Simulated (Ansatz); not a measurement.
# CH$_{3}$F$_{2}$NSi (SMILES C=N[SiH](F)F): what the fields show

Input

```
crystal:
  periodic: [false, false, false]
  atoms:
    - { symbol: C, position_ang: [0.4294, 1.3307, 0.1468] }
    - { symbol: "N", position_ang: [-0.7004, 0.6907, -0.0378] }
    - { symbol: Si, position_ang: [-0.4996, -1.0255, -0.1397] }
    - { symbol: F, position_ang: [0.609, -1.3028, -1.3456] }
    - { symbol: F, position_ang: [0.235, -1.4944, 1.2213] }
    - { symbol: H, position_ang: [0.312, 2.4904, 0.1996] }
    - { symbol: H, position_ang: [1.4281, 0.958, 0.23] }
    - { symbol: H, position_ang: [-1.7212, -1.7043, -0.3305] }
basis:
  gaussian: { orbitals: def2-SVP }
hamiltonian:
  xc: pbe0
  dispersion: d4
relax:
  f_tol: 0.015
  max_steps: 40
output:
  orbitals: {}
```

Run with:

```sh
ansatz run input.yaml --threads 1 --pin off --max-ram 2048MiB --backend cpu --events-out ev --progress --plain --runs-dir out
```

The fields are those of the relaxed geometry.

These are results of Ansatz, RKS PBE0-D4/def2-SVP, not measurements.

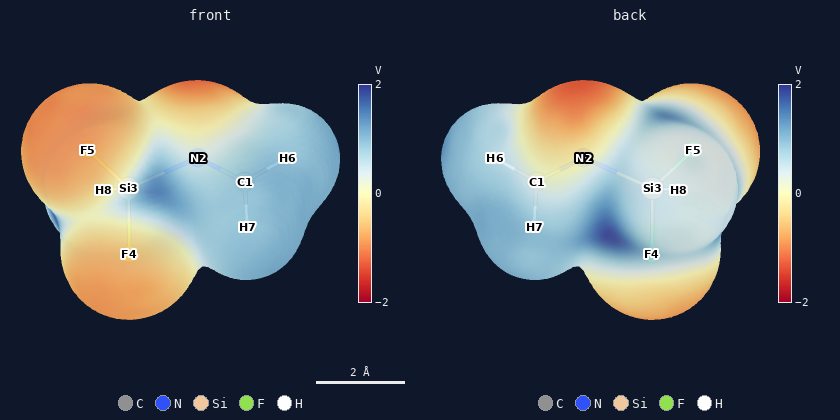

Figure 1. The electrostatic potential painted on the density surface at 0.002 e/bohr³, seen from the front and from behind; the colour scale runs from red (negative) to blue (positive).

Where is the surface potential most negative and most positive?

Answer. The most negative region (about −1.3 V, or −30 kcal/mol for a unit charge) lies over N2, the most positive (about +1.8 V, or +42 kcal/mol for a unit charge) over Si3. N2 is the likeliest acceptor of a hydrogen bond.

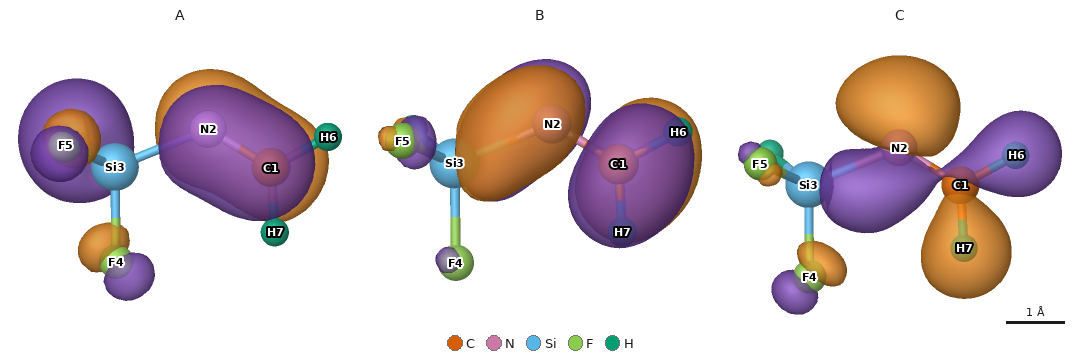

Figure 2. Three frontier orbitals at ±0.1 Å⁻³ᐟ² (orange and purple are the two phases), in no order.

Order the three orbitals by energy and name them.

Answer. A is the HOMO−1 (−10.16 eV). It lies mainly on N2 (about 35 %), C1 (about 25 %), H8 (about 15 %) and Si3 (about 15 %). C is the HOMO (−7.71 eV). Its weight (Hirshfeld) is mainly on N2 (about 60 %), C1 (about 15 %), Si3 (about 10 %), H7 (about 10 %) and H6 (about 5 %). B is the LUMO (−1.45 eV). It lies mainly on C1 (about 45 %), N2 (about 30 %) and Si3 (about 10 %); π-antibonding (π*) across C1–N2.

What is the HOMO–LUMO gap?

Answer. 6.26 eV between the orbital energies.

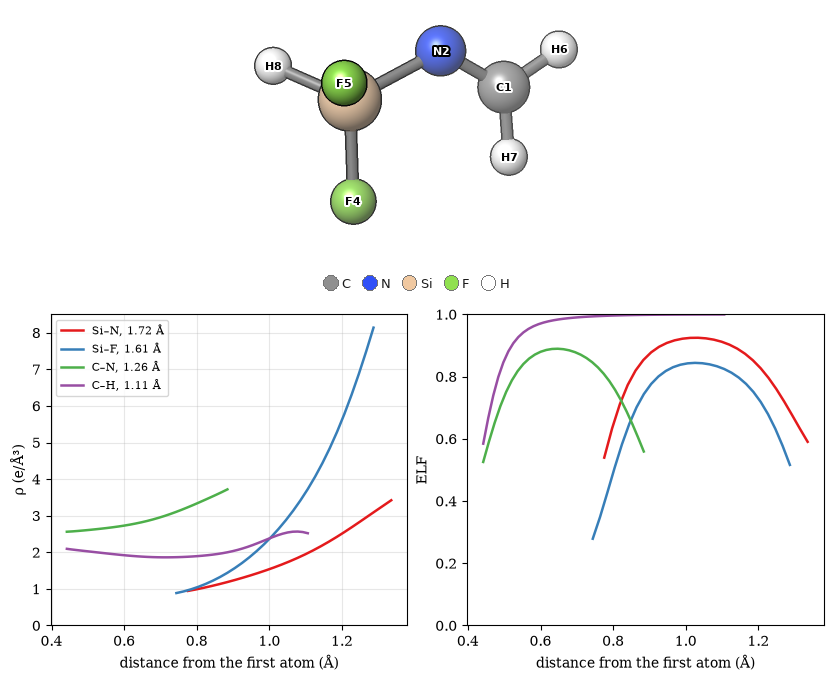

Figure 3. Electron density and electron localisation function along straight lines between neighbouring atoms. The curves leave out the atomic cores. The structure is drawn too.

What can be read from the curves?

Answer. Si–N (1.72 Å): ρ at the midpoint is about 1.1 e/Å³; the ELF peaks at about 0.90 between the atoms; a shared but strongly polarised pair.
Si–F (1.61 Å): the density is about 1.1 e/Å³ at the midpoint; the ELF peaks at about 0.85 in the valence shell of F, 0.6 Å from its nucleus, and is about 0.50 at the midpoint.
C–N (1.26 Å): ρ is about 2.8 e/Å³ halfway; the ELF peaks at about 0.90 between the atoms: a multiple bond.
C–H (1.11 Å): ρ is about 2 e/Å³ halfway; the ELF climbs to about 1 towards the hydrogen, as it does in any bond to H; an ordinary covalent bond to hydrogen.
